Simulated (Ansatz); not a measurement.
## Fields on a plane of GaAs (zinc blende)

```
GaAs
1.0
    0.00000     2.87304     2.87304
    2.87304     0.00000     2.87304
    2.87304     2.87304     0.00000
As Ga
1 1
Direct
  0.75000   0.75000   0.75000
  0.00000   0.00000   0.00000
```

The slice is a {111} plane (indices of the conventional cell) through the point (0.750, 0.750, 0.750) (fractional), spanned by u = [100] and v = [-1 2 0] in vectors of this cell: u (4.06 Å) and v (7.04 Å, at 90° to u). It covers one period; positions are fractions (u, v).

Atoms on it: As at (0.00, 0.00); As at (0.50, 0.50). Other atoms lie within 1 Å of the plane.

Method: PBE (plane waves to 420 eV, PAW, scalar-relativistic; Ansatz, an electronic-structure program). k mesh 10×10×10. Near the nuclei the fields are pseudised (PAW); where an atom keeps semicore shells as valence, they peak there. GaAs was relaxed with its symmetry unable to fall. The PAW data are Ansatz's earlier set.

```
v \ u   0.00   0.12   0.25   0.38   0.50   0.62   0.75   0.88
-----  -----  -----  -----  -----  -----  -----  -----  -----
0.93       x      x   -3.0    2.9    3.6    2.9   -3.0      x
0.86   <-4.0   -3.4    1.8    3.7    4.1    3.7    1.8   -3.4
0.79    -2.3   -0.3    2.4    3.7    4.0    3.7    2.4   -0.3
0.71       x  <-4.0    0.9    2.6    2.5    2.6    0.9  <-4.0
0.64       x      x   -0.6   -3.3  <-4.0   -3.3   -0.6      x
0.57   <-4.0   -2.0   -3.6      x      x      x   -3.7   -2.0
0.50     1.7    1.5  <-4.0      x      x      x  <-4.0    1.5
0.43     3.6    2.9   -3.0      x      x      x   -3.0    2.9
0.36     4.1    3.7    1.8   -3.4  <-4.0   -3.4    1.8    3.7
0.29     4.0    3.7    2.4   -0.3   -2.3   -0.3    2.4    3.7
0.21     2.5    2.6    0.9  <-4.0      x  <-4.0    0.9    2.6
0.14   <-4.0   -3.3   -0.6      x      x      x   -0.6   -3.3
0.07       x      x   -3.7   -2.0  <-4.0   -2.0   -3.6      x
0.00       x      x  <-4.0    1.5    1.7    1.5  <-4.0      x
```

Values: electrostatic potential energy of an electron, from the cell's mean, in eV. Points within 1 Å of a nucleus are blanked (x), as the pseudised field means little there. Values under -4 eV are set to -4. The zero, the cell's mean, hangs on the PAW cores.

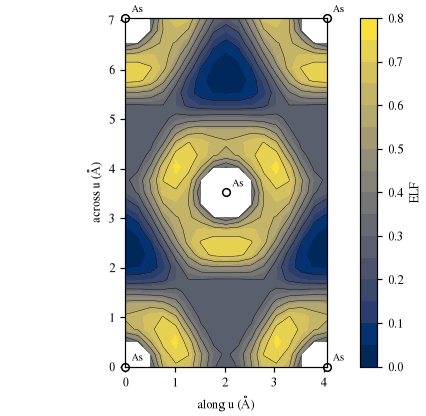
Figure. Electron localisation function (ELF), one period of the plane, atoms marked. Points within 0.5 Å of a nucleus are left white, as the pseudised field means little there.
